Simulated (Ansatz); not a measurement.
# C₄H₉F: up Jacob's ladder to CCSD(T)

Aim: compute C₄H₉F with functionals from several rungs and with coupled cluster, and see how far each lands from CCSD(T) at the basis-set limit for the atomisation energy.

The runs use Ansatz 0.2.0, Gaussian basis; functionals in def2-TZVPP, the program's frozen cores in correlated methods.

Plan: PBE-D4, r2SCAN-D4, PBE0-D4, B3LYP-D4, ωB97X-V, ωB97M-V, B2PLYP; CCSD(T)/def2-TZVPP; MP2/def2-QZVPP; extrapolation to the limit.

## 1. The geometry

All runs share one geometry, relaxed beforehand with PBE0-D4 in a triple-zeta def2 set.

SMILES `CCCCF`, 14 atoms, charge 0, spin multiplicity 1.

Atoms are counted from 1 here; the program's logs count them from 0.

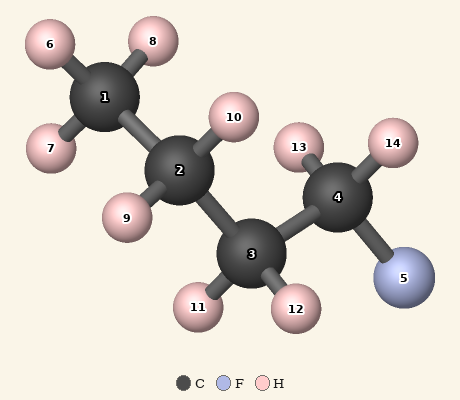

The structure; carbon dark grey, fluorine light blue, hydrogen pink; atoms are numbered from 1 in the order of the file.

## 2. PBE-D4 (GGA)

The input, in.yaml:

```yaml
crystal:
  periodic: [false, false, false]
  atoms:
    - {symbol: C, position_ang: [-1.467357, -0.658077, -0.455008]}
    - {symbol: C, position_ang: [-0.014499, -0.511728, -0.881768]}
    - {symbol: C, position_ang: [0.716092, 0.653965, -0.225590]}
    - {symbol: C, position_ang: [0.870240, 0.492476, 1.265942]}
    - {symbol: F, position_ang: [1.607611, 1.545028, 1.784106]}
    - {symbol: H, position_ang: [-1.963216, -1.452154, -1.017403]}
    - {symbol: H, position_ang: [-2.022020, 0.268265, -0.629998]}
    - {symbol: H, position_ang: [-1.562745, -0.904133, 0.605123]}
    - {symbol: H, position_ang: [0.028470, -0.376306, -1.966411]}
    - {symbol: H, position_ang: [0.526216, -1.442599, -0.674515]}
    - {symbol: H, position_ang: [0.184889, 1.590432, -0.427193]}
    - {symbol: H, position_ang: [1.715455, 0.755531, -0.659478]}
    - {symbol: H, position_ang: [-0.094382, 0.487980, 1.781317]}
    - {symbol: H, position_ang: [1.401547, -0.434782, 1.508378]}
basis:
  gaussian: {orbitals: def2-TZVPP}
hamiltonian: {xc: pbe, dispersion: d4}
output: {forces: true, orbitals: {seedname: orbitals}}
```

Started as:

```console
$ ansatz run in.yaml --threads 4 --pin off --events-out ev --progress --plain --max-ram 10444MiB
```

What it wrote, shortened:

```text
Functional definition: PBE
  name "PBE"
  cite "Perdew, Burke & Ernzerhof, Phys. Rev. Lett. 77, 3865 (1996) doi:10.1103/PhysRevLett.77.3865"
  parent pbe
[...]
1407 factors; their error is unknown
[...]
mean field -7005.98177561 eV, -257.4650814287 hartree, gradient 9.3e-6 eV, S^2 0.000000; 0 other end points of the search recorded, 0 dependent functions left out
[...]
reference -7005.98181990 eV, -257.4650830563 hartree; 21, 21 occupied and 260, 260 virtual orbitals, 1407 factors
Total energy: -7006.20906280 eV, -257.4734340787 hartree
Atom 0 at    -1.467357    -0.658077    -0.455008 Å, force    -0.020798    -0.018738    -0.004134 eV/Å
Atom 1 at    -0.014499    -0.511728    -0.881768 Å, force    -0.009516    -0.005311    -0.026252 eV/Å
Atom 2 at     0.716092     0.653965    -0.225590 Å, force    -0.000775    -0.017367    -0.030216 eV/Å
Atom 3 at     0.870240     0.492476     1.265942 Å, force    -0.173182    -0.241684    -0.137276 eV/Å
Atom 4 at     1.607611     1.545028     1.784106 Å, force     0.367373     0.520481     0.282906 eV/Å
Atom 5 at    -1.963216    -1.452154    -1.017403 Å, force    -0.110993    -0.154918    -0.104717 eV/Å
Atom 6 at    -2.022020     0.268265    -0.629998 Å, force    -0.117113     0.178502    -0.031382 eV/Å
Atom 7 at    -1.562745    -0.904133     0.605123 Å, force    -0.029032    -0.045395     0.207321 eV/Å
Atom 8 at     0.028470    -0.376306    -1.966411 Å, force     0.014293     0.014788    -0.223139 eV/Å
Atom 9 at     0.526216    -1.442599    -0.674515 Å, force     0.112408    -0.186049     0.034601 eV/Å
Atom 10 at     0.184889     1.590432    -0.427193 Å, force    -0.107538     0.190763    -0.045597 eV/Å
Atom 11 at     1.715455     0.755531    -0.659478 Å, force     0.202938     0.027690    -0.089850 eV/Å
Atom 12 at    -0.094382     0.487980     1.781317 Å, force    -0.231577    -0.027015     0.116591 eV/Å
Atom 13 at     1.401547    -0.434782     1.508378 Å, force     0.103513    -0.235747     0.051144 eV/Å
Dipole moment:    -0.198402    -0.268679    -0.209312 e Å
```

It took 3 s on 4 threads of Arm Neoverse V1, shared host; peak memory 0.35 GiB.

Atomisation energy: 5576.3 kJ/mol (free atoms -6948.415 eV, run apart). HOMO -7.41 eV, LUMO 0.31 eV.

## 3. r2SCAN-D4 (meta-GGA)

Changes to in.yaml since step 2:

```diff
@@ -19,3 +19,3 @@
   gaussian: {orbitals: def2-TZVPP}
-hamiltonian: {xc: pbe, dispersion: d4}
+hamiltonian: {xc: r2scan, dispersion: d4}
 output: {forces: true, orbitals: {seedname: orbitals}}
```

Same command.

What it wrote, shortened:

```text
Functional definition: r2SCAN
  name "r2SCAN"
  cite "Furness, Kaplan, Ning, Perdew & Sun, J. Phys. Chem. Lett. 11, 8208 (2020) doi:10.1021/acs.jpclett.0c02405"
  cite "Furness, Kaplan, Ning, Perdew & Sun, J. Phys. Chem. Lett. 11, 9248 (2020) doi:10.1021/acs.jpclett.0c03077"
  parent r2scan
[...]
1407 factors; their error is unknown
[...]
mean field -7010.88138793 eV, -257.6451388604 hartree, gradient 2.3e-5 eV, S^2 0.000000; 0 other end points of the search recorded, 0 dependent functions left out
[...]
reference -7010.88139984 eV, -257.6451392982 hartree; 21, 21 occupied and 260, 260 virtual orbitals, 1407 factors
Total energy: -7010.94078063 eV, -257.6473215018 hartree
Atom 0 at    -1.467357    -0.658077    -0.455008 Å, force    -0.138919    -0.017871     0.046805 eV/Å
Atom 1 at    -0.014499    -0.511728    -0.881768 Å, force     0.056148    -0.095022    -0.103093 eV/Å
[...]
Atom 4 at     1.607611     1.545028     1.784106 Å, force     0.189616     0.274911     0.121803 eV/Å
Atom 5 at    -1.963216    -1.452154    -1.017403 Å, force     0.005253     0.014154     0.010919 eV/Å
Atom 6 at    -2.022020     0.268265    -0.629998 Å, force     0.010122    -0.010714     0.004805 eV/Å
Atom 7 at    -1.562745    -0.904133     0.605123 Å, force     0.003528     0.004569    -0.020189 eV/Å
Atom 8 at     0.028470    -0.376306    -1.966411 Å, force     0.000506    -0.002888     0.002526 eV/Å
Atom 9 at     0.526216    -1.442599    -0.674515 Å, force     0.003697     0.003011     0.003227 eV/Å
Atom 10 at     0.184889     1.590432    -0.427193 Å, force    -0.002605     0.002194     0.002152 eV/Å
Atom 11 at     1.715455     0.755531    -0.659478 Å, force     0.002470     0.003700     0.006282 eV/Å
Atom 12 at    -0.094382     0.487980     1.781317 Å, force    -0.003808     0.004023     0.005758 eV/Å
Atom 13 at     1.401547    -0.434782     1.508378 Å, force     0.004843    -0.012984     0.002661 eV/Å
Dipole moment:    -0.207366    -0.280022    -0.216721 e Å
```

It took 5.5 s on 4 threads of Arm Neoverse V1, shared host; peak memory 0.38 GiB.

With the free atoms at this level, -6954.105 eV in sum, the atomisation energy is 5483.8 kJ/mol. HOMO -7.75 eV, LUMO 1.04 eV.

## 4. PBE0-D4 (hybrid)

Changes to in.yaml since step 3:

```diff
@@ -19,3 +19,3 @@
   gaussian: {orbitals: def2-TZVPP}
-hamiltonian: {xc: r2scan, dispersion: d4}
-output: {forces: true, orbitals: {seedname: orbitals}}
+hamiltonian: {xc: pbe0, dispersion: d4}
+output: {orbitals: {seedname: orbitals}}
```

Same command.

What it wrote:

```text
Functional definition: PBE0
  name "PBE0"
  cite "Adamo & Barone, J. Chem. Phys. 110, 6158 (1999) doi:10.1063/1.478522"
  cite "Perdew, Burke & Ernzerhof, Phys. Rev. Lett. 77, 3865 (1996) doi:10.1103/PhysRevLett.77.3865"
  parent pbe
  parameter a = 0.25
  parameter kappa = 0.804
  parameter beta = 0.06672455060314922
  exchange = (1 - a)*pbe_x(kappa = kappa, mu = beta*pi^2/3) + a*exact_x
  correlation = pbe_c(beta = beta)
1407 factors; their error is unknown
mean field evaluation 1: about -6997.6950 eV, gradient 6.3e1 eV
mean field evaluation 2: about -6994.3353 eV, gradient 7.2e1 eV
mean field evaluation 4: about -7006.8402 eV, gradient 3.4e0 eV
mean field evaluation 8: about -7006.8579 eV, gradient 5.2e-2 eV
mean field evaluation 16: about -7006.8447 eV, gradient 4.1e-5 eV
mean field -7006.84465252 eV, -257.4967915701 hartree, gradient 4.1e-5 eV, S^2 0.000000; 0 other end points of the search recorded, 0 dependent functions left out
reference -7006.84468455 eV, -257.4967927474 hartree; 21, 21 occupied and 260, 260 virtual orbitals, 1407 factors
Total energy: -7007.03430018 eV, -257.5037609930 hartree
```

Run time: 3.2 s. Hardware: 4 threads of Arm Neoverse V1, shared host; peak memory 0.65 GiB.

Atomisation energy: 5505.1 kJ/mol (free atoms -6949.978 eV, run apart). HOMO -8.99 eV, LUMO 1.11 eV.

## 5. B3LYP-D4 (hybrid)

B3LYP here takes the VWN-RPA correlation.

Changes to in.yaml since step 4:

```diff
@@ -19,3 +19,3 @@
   gaussian: {orbitals: def2-TZVPP}
-hamiltonian: {xc: pbe0, dispersion: d4}
-output: {orbitals: {seedname: orbitals}}
+hamiltonian: {xc: {name: B3LYP}, dispersion: d4}
+output: {forces: true, orbitals: {seedname: orbitals}}
```

Same command.

What it wrote, shortened:

```text
Functional definition: B3LYP
  name "B3LYP"
  cite "Stephens, Devlin, Chabalowski & Frisch, J. Phys. Chem. 98, 11623 (1994) doi:10.1021/j100096a001"
  cite "Becke, Phys. Rev. A 38, 3098 (1988) doi:10.1103/PhysRevA.38.3098"
  cite "Lee, Yang & Parr, Phys. Rev. B 37, 785 (1988) doi:10.1103/PhysRevB.37.785"
  cite "Vosko, Wilk & Nusair, Can. J. Phys. 58, 1200 (1980) doi:10.1139/p80-159"
[...]
1407 factors; their error is unknown
[...]
mean field -7015.10419187 eV, -257.8003240428 hartree, gradient 1.8e-5 eV, S^2 0.000000; 0 other end points of the search recorded, 0 dependent functions left out
[...]
reference -7015.10447819 eV, -257.8003345648 hartree; 21, 21 occupied and 260, 260 virtual orbitals, 1407 factors
Total energy: -7015.46373614 eV, -257.8135370512 hartree
Atom 0 at    -1.467357    -0.658077    -0.455008 Å, force    -0.231024    -0.040290     0.053915 eV/Å
[...]
Atom 4 at     1.607611     1.545028     1.784106 Å, force     0.221763     0.312052     0.171472 eV/Å
Atom 5 at    -1.963216    -1.452154    -1.017403 Å, force     0.013592     0.036355     0.029078 eV/Å
Atom 6 at    -2.022020     0.268265    -0.629998 Å, force     0.016871    -0.045165     0.010224 eV/Å
Atom 7 at    -1.562745    -0.904133     0.605123 Å, force    -0.003694     0.012700    -0.053853 eV/Å
Atom 8 at     0.028470    -0.376306    -1.966411 Å, force    -0.001014    -0.015649     0.050555 eV/Å
Atom 9 at     0.526216    -1.442599    -0.674515 Å, force    -0.026083     0.043185    -0.016518 eV/Å
Atom 10 at     0.184889     1.590432    -0.427193 Å, force     0.032227    -0.043567     0.003551 eV/Å
Atom 11 at     1.715455     0.755531    -0.659478 Å, force    -0.052304     0.003458     0.016312 eV/Å
Atom 12 at    -0.094382     0.487980     1.781317 Å, force     0.070747    -0.003584    -0.020353 eV/Å
Atom 13 at     1.401547    -0.434782     1.508378 Å, force    -0.034567     0.053848    -0.001335 eV/Å
Dipole moment:    -0.212283    -0.288371    -0.218801 e Å
```

Run time: 5.5 s. Hardware: 4 threads of Arm Neoverse V1, shared host; peak memory 0.81 GiB.

Atomisation energy: 5477.0 kJ/mol (free atoms -6958.698 eV, run apart). HOMO -8.79 eV, LUMO 0.77 eV.

## 6. ωB97X-V (range-separated)

Changes to in.yaml since step 5:

```diff
@@ -19,3 +19,3 @@
   gaussian: {orbitals: def2-TZVPP}
-hamiltonian: {xc: {name: B3LYP}, dispersion: d4}
-output: {forces: true, orbitals: {seedname: orbitals}}
+hamiltonian: {xc: {name: wB97X-V}}
+output: {orbitals: {seedname: orbitals}}
```

The command is unchanged.

What it wrote, shortened:

```text
Functional definition: wB97X-V
  name "wB97X-V"
  cite "Mardirossian & Head-Gordon, Phys. Chem. Chem. Phys. 16, 9904 (2014) doi:10.1039/C3CP54374A"
  cite "Becke, J. Chem. Phys. 107, 8554 (1997) doi:10.1063/1.475007"
  cite "Vydrov & Van Voorhis, J. Chem. Phys. 133, 244103 (2010) doi:10.1063/1.3521275"
[...]
      + integral(e_c_pw_opposite_spin*poly(b97_u_opposite, cos0, cos1)) + vv10(b, c)
1407 factors; their error is unknown
372 factors; integrals over basis functions are off by at most 9.1e-6 eV
[...]
mean field -7012.72672360 eV, -257.7129536954 hartree, gradient 1.2e-5 eV, S^2 0.000000; 0 other end points of the search recorded, 0 dependent functions left out
reference -7012.72672163 eV, -257.7129536230 hartree; 21, 21 occupied and 260, 260 virtual orbitals, 1407 factors
Total energy: -7012.72672163 eV, -257.7129536230 hartree
```

It took 8 s on 4 threads of Arm Neoverse V1, shared host; peak memory 0.82 GiB.

With the free atoms at this level, -6955.909 eV in sum, the atomisation energy is 5482.1 kJ/mol. HOMO -11.46 eV, LUMO 2.97 eV.

## 7. ωB97M-V (range-separated)

Changes to in.yaml since step 6:

```diff
@@ -19,3 +19,3 @@
   gaussian: {orbitals: def2-TZVPP}
-hamiltonian: {xc: {name: wB97X-V}}
-output: {orbitals: {seedname: orbitals}}
+hamiltonian: {xc: {name: wB97M-V}}
+output: {forces: true, orbitals: {seedname: orbitals}}
```

Same command.

What it wrote, shortened:

```text
Functional definition: wB97M-V
  name "wB97M-V"
  cite "Mardirossian & Head-Gordon, J. Chem. Phys. 144, 214110 (2016) doi:10.1063/1.4952647"
  cite "Becke, J. Chem. Phys. 107, 8554 (1997) doi:10.1063/1.475007"
  cite "Vydrov & Van Voorhis, J. Chem. Phys. 133, 244103 (2010) doi:10.1063/1.3521275"
  # Of w^i u^j: cxij and so on, Table III.
[...]
  gx(w, u) = 1 - cx + cx01*u + cx10*w
  gss(w, u) = css00 + css04*u^4 + css10*w + css20*w^2 + css43*w^4*u^3
  gos(w, u) = cos00 + cos10*w + (cos20 + cos21*u)*w^2 + (cos60 + cos61*u)*w^6
[...]
      + integral(e_c_pw_mod_opposite_spin*gos(b97_w_opposite, b97_u_opposite)) + vv10(b, c)
1407 factors; their error is unknown
372 factors; integrals over basis functions are off by at most 9.1e-6 eV
[...]
Atom 4 at     1.607611     1.545028     1.784106 Å, force     0.130149     0.190406     0.072744 eV/Å
Atom 5 at    -1.963216    -1.452154    -1.017403 Å, force     0.037479     0.061309     0.044313 eV/Å
Atom 6 at    -2.022020     0.268265    -0.629998 Å, force     0.045005    -0.059093     0.012791 eV/Å
Atom 7 at    -1.562745    -0.904133     0.605123 Å, force     0.012200     0.017292    -0.071842 eV/Å
Atom 8 at     0.028470    -0.376306    -1.966411 Å, force    -0.004965    -0.012177     0.084404 eV/Å
Atom 9 at     0.526216    -1.442599    -0.674515 Å, force    -0.037123     0.068624    -0.008252 eV/Å
Atom 10 at     0.184889     1.590432    -0.427193 Å, force     0.032007    -0.065817     0.019516 eV/Å
Atom 11 at     1.715455     0.755531    -0.659478 Å, force    -0.072001    -0.004773     0.038778 eV/Å
Atom 12 at    -0.094382     0.487980     1.781317 Å, force     0.081248    -0.000512    -0.045228 eV/Å
Atom 13 at     1.401547    -0.434782     1.508378 Å, force    -0.049208     0.074419    -0.023752 eV/Å
Dipole moment:    -0.211272    -0.286960    -0.218318 e Å
```

Run time: 12 s. Hardware: 4 threads of Arm Neoverse V1, shared host; peak memory 1 GiB.

Atomisation energy: 5487.5 kJ/mol (free atoms -6954.627 eV, run apart). HOMO -11.35 eV, LUMO 2.55 eV.

## 8. B2PLYP (double hybrid)

Changes to in.yaml since step 7:

```diff
@@ -19,3 +19,2 @@
   gaussian: {orbitals: def2-TZVPP}
-hamiltonian: {xc: {name: wB97M-V}}
-output: {forces: true, orbitals: {seedname: orbitals}}
+hamiltonian: {xc: {name: B2PLYP}}
```

Same command.

What it wrote, shortened:

```text
Functional definition: B2PLYP
  name "B2PLYP"
  cite "Grimme, J. Chem. Phys. 124, 034108 (2006) doi:10.1063/1.2148954"
  cite "Becke, Phys. Rev. A 38, 3098 (1988) doi:10.1103/PhysRevA.38.3098"
  cite "Lee, Yang & Parr, Phys. Rev. B 37, 785 (1988) doi:10.1103/PhysRevB.37.785"
[...]
1650 factors; integrals over basis functions are off by at most 1.1e-3 eV
[...]
mean field -7000.75841213 eV, -257.2731263614 hartree, gradient 4.0e-6 eV, S^2 0.000000; 0 other end points of the search recorded, 0 dependent functions left out
5 core orbitals not correlated: weight in the atoms' cores, before any rotation towards them, 1.000 or more for the frozen orbitals, at most 0.000 for the correlated occupied ones
reference -7000.75859085 eV, -257.2731329291 hartree; 16, 16 occupied and 260, 260 virtual orbitals, 1650 factors
second order -31.01591822 eV of doubles, -0.00000000 eV of singles
Total energy: -7009.13288877 eV, -257.5808827013 hartree
```

Wall time 6 s (4 threads of Arm Neoverse V1, shared host); peak memory 0.82 GiB.

Atomisation energy: 5426.0 kJ/mol (free atoms -6952.896 eV, run apart).

## 9. Orbital energies across the functionals

Dipoles come from the runs that computed forces. Levels are read from the orbital files that the runs wrote:

| functional | HOMO (eV) | LUMO (eV) | gap (eV) | dipole (D) |
| --- | --- | --- | --- | --- |
| PBE-D4 | -7.41 | 0.31 | 7.72 | 1.89 |
| r2SCAN-D4 | -7.75 | 1.04 | 8.79 | 1.97 |
| PBE0-D4 | -8.99 | 1.11 | 10.10 |  |
| B3LYP-D4 | -8.79 | 0.77 | 9.56 | 2.02 |
| ωB97X-V | -11.46 | 2.97 | 14.43 |  |
| ωB97M-V | -11.35 | 2.55 | 13.90 | 2.01 |

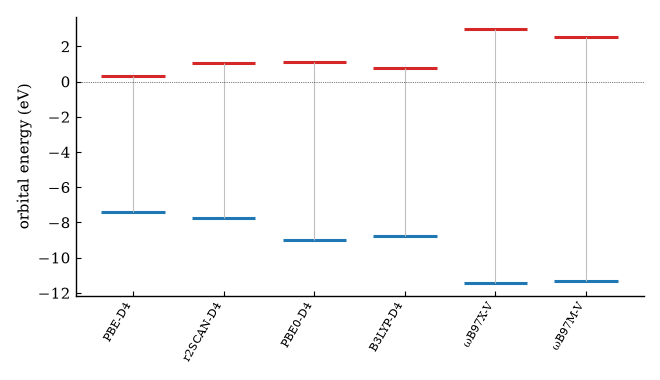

Highest occupied (blue) and lowest empty (red) level by functional.

## 10. CCSD(T) in def2-TZVPP

Changes to in.yaml since step 8:

```diff
@@ -19,2 +19,2 @@
   gaussian: {orbitals: def2-TZVPP}
-hamiltonian: {xc: {name: B2PLYP}}
+correlation: {method: ccsd_t}
```

Launched as before.

What it wrote, shortened:

```text
Functional definition: HF
  name "HF"
  cite "Fock, Z. Phys. 61, 126 (1930) doi:10.1007/BF01340294"
  parent pbe
[...]
1650 factors; integrals over basis functions are off by at most 1.1e-3 eV
[...]
mean field -6973.01111602 eV, -256.2534320372 hartree, gradient 1.6e-6 eV, S^2 0.000000; 0 other end points of the search recorded, 0 dependent functions left out
5 core orbitals not correlated: weight in the atoms' cores, before any rotation towards them, 1.000 or more for the frozen orbitals, at most 0.000 for the correlated occupied ones
reference -6973.01111602 eV, -256.2534320372 hartree; 16, 16 occupied and 260, 260 virtual orbitals, 1650 factors
second order -25.91068772 eV of doubles, -0.00000000 eV of singles
cycle   1  -26.54218990 eV  change   -6.3e-1 eV  update   9.5e-2
[...]
cycle   8  -27.21810882 eV  change    2.7e-5 eV  update   2.4e-5
perturbative correction -0.96217175 eV, -0.0353591596 hartree
Total energy: -7001.19139659 eV, -257.2890382468 hartree
```

It took 4.7 min on 4 threads of Arm Neoverse V1, shared host; peak memory 8.8 GiB.

## 11. MP2 in def2-QZVPP

Changes to in.yaml since step 10:

```diff
@@ -18,3 +18,3 @@
 basis:
-  gaussian: {orbitals: def2-TZVPP}
-correlation: {method: ccsd_t}
+  gaussian: {orbitals: "def2-QZVPP.json"}
+correlation: {method: mp2}
```

Launched as before.

What it wrote:

```text
Functional definition: HF
  name "HF"
  cite "Fock, Z. Phys. 61, 126 (1930) doi:10.1007/BF01340294"
  parent pbe
  exchange = exact_x
  correlation = 0
3299 factors; integrals over basis functions are off by at most 8.6e-4 eV
mean field evaluation 1: about -6969.2553 eV, gradient 3.9e1 eV
mean field evaluation 2: about -6969.3786 eV, gradient 3.9e1 eV
mean field evaluation 4: about -6973.2837 eV, gradient 4.0e0 eV
mean field evaluation 8: about -6973.3349 eV, gradient 2.6e-1 eV
mean field -6973.33513419 eV, -256.2653394853 hartree, gradient 1.6e-6 eV, S^2 0.000000; 0 other end points of the search recorded, 0 dependent functions left out
5 core orbitals not correlated: weight in the atoms' cores, before any rotation towards them, 1.000 or more for the frozen orbitals, at most 0.000 for the correlated occupied ones
reference -6973.33513419 eV, -256.2653394853 hartree; 16, 16 occupied and 534, 534 virtual orbitals, 3299 factors
second order -27.77351627 eV of doubles, -0.00000000 eV of singles
Total energy: -7001.10865046 eV, -257.2859973827 hartree
```

Wall time 34 s (4 threads of Arm Neoverse V1, shared host); peak memory 4.5 GiB.

Energy pieces by basis (eV):

| basis | HF | MP2 correlation | CCSD correlation | (T) | total |
| --- | --- | --- | --- | --- | --- |
| def2-TZVPP | -6973.0111 | -25.9107 | -27.2181 | -0.9622 | -7001.1914 |
| def2-QZVPP | -6973.3351 | -27.7735 |  |  | -7001.1087 (MP2) |

The report of the def2-TZVPP run gives T1 = 0.0093.

## 12. From triple and quadruple zeta to the limit

No new run: Hartree-Fock is extrapolated as exp(−7.88√X) and correlation as X^−2.97, with X = 3 and 4; only MP2 was run in the larger set, so CCSD(T) minus MP2 is added from the smaller one.

| level | energy at the limit (eV) |
| --- | --- |
| HF | -6973.3798 |
| MP2 | -7002.5332 |
| CCSD | -7003.8406 |
| CCSD(T) | -7004.8027 |

## 13. The ladder

Atomisation energy = energies of 4 C, 1 F, 9 H (separate runs, same level) minus the molecule's; electronic only, no spin-orbit term.

| method | rung | atoms, summed (eV) | atomisation energy (kJ/mol) | from CCSD(T)/CBS (kJ/mol) | time |
| --- | --- | --- | --- | --- | --- |
| PBE-D4 | GGA | -6948.415 | 5576.3 | +101.4 | 3 s |
| r2SCAN-D4 | meta-GGA | -6954.105 | 5483.8 | +8.9 | 5.5 s |
| PBE0-D4 | hybrid | -6949.978 | 5505.1 | +30.2 | 3.2 s |
| B3LYP-D4 | hybrid | -6958.698 | 5477.0 | +2.1 | 5.5 s |
| ωB97X-V | range-separated | -6955.909 | 5482.1 | +7.2 | 8 s |
| ωB97M-V | range-separated | -6954.627 | 5487.5 | +12.6 | 12 s |
| B2PLYP | double hybrid | -6952.896 | 5426.0 | -48.9 | 6 s |
| HF/def2-TZVPP | wavefunction | -6930.196 | 4131.0 | -1343.9 |  |
| MP2/def2-TZVPP | wavefunction | -6942.774 | 5417.5 | -57.4 |  |
| CCSD/def2-TZVPP | wavefunction | -6945.323 | 5297.7 | -177.2 |  |
| CCSD(T)/def2-TZVPP | wavefunction | -6945.637 | 5360.2 | -114.7 | 4.7 min |
| MP2/CBS | wavefunction | -6945.196 | 5532.2 | +57.3 |  |
| CCSD(T)/CBS | wavefunction | -6948.059 | 5474.9 | 0 | 5.3 min |

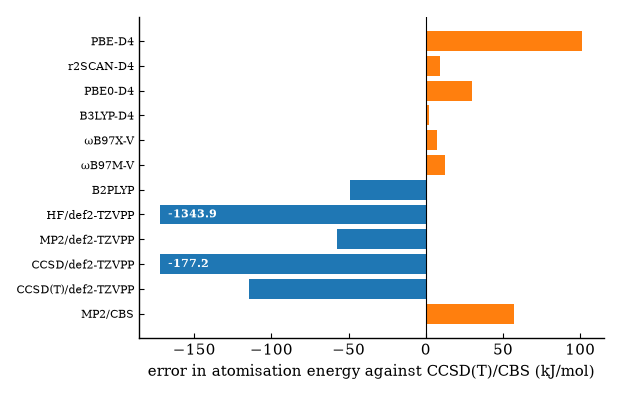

Error of each method against CCSD(T)/CBS. Bars with a number in them are cut short.

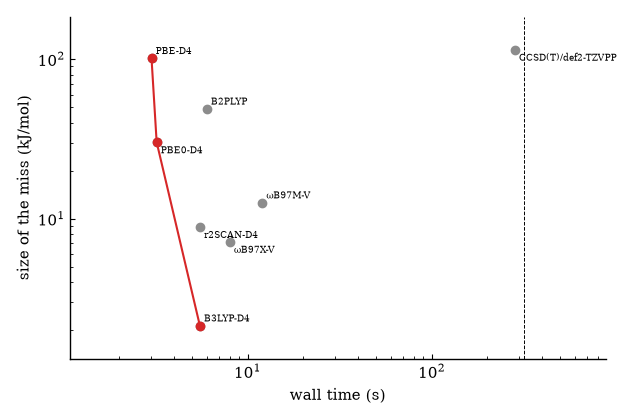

Miss against cost. Red marks the levels that no quicker level drawn beats (of those quicker than the yardstick), and the dashed line is the time of CCSD(T)/CBS. Times are from a shared host.

B2PLYP carry no dispersion term (for B3LYP, D4 adds 34.7 kJ/mol).

Times are those of the molecule's run; HF, MP2 and CCSD come out of the CCSD(T) runs, and the limit's time is the sum of the runs that it needs.

## 14. What came out

| quantity | value |
| --- | --- |
| atomisation energy, CCSD(T)/CBS | 5474.9 kJ/mol |
| functionals within 27.4 kJ/mol (0.5 %) | r2SCAN-D4, B3LYP-D4, ωB97X-V, ωB97M-V |
| farthest | PBE-D4 (+101.4 kJ/mol) |
| mean size of error, hybrid | 16.2 kJ/mol |
| mean size of error, range-separated | 9.9 kJ/mol |
| gap, smallest and largest | 7.72 eV (PBE-D4), 14.43 eV (ωB97X-V) |
| T1 diagnostic | 0.0093 |
| triples share of the correlation energy | 3.4 % |

In words: PBE-D4 is off by +101.4 kJ/mol. Double hybrids carry the basis error of their MP2 part in triple zeta, and no dispersion term here, so their miss is partly the set-up's. The reference freezes the cores and leaves out relativity and excitations past (T), so misses under about 27.4 kJ/mol can't be ranked. Hartree-Fock recovers 75 % of the binding; the rest is correlation. The gap grows from 7.7 to 14.4 eV across the functionals, mostly with the share of exact exchange.

B3LYP-D4 reaches 2.1 kJ/mol from the reference in 5.5 s, where CCSD(T)/CBS took 5.3 min; the quickest level in the cost chart, PBE-D4, takes 3 s and misses by 101.4 kJ/mol.
